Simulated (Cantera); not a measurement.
Input: 1 mol Ti, 18 mol H2, at 2.40 mbar.

Equilibrium computed with Cantera from the NASA thermochemical tables; the gas is ideal and each condensed phase is pure. Candidate condensed phases: Ti; 3 gas species. The numbers say what is thermodynamically allowed, not how fast it happens.

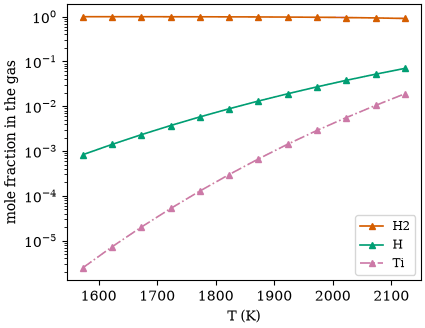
Equilibrium gas composition (values under 1e-9 drawn at 1e-9)

From 1573 K to 1923 K the condensed part is Ti(β). From 1973 K to 2123 K the condensed part is Ti(l). The main Ti-bearing gas is Ti throughout.
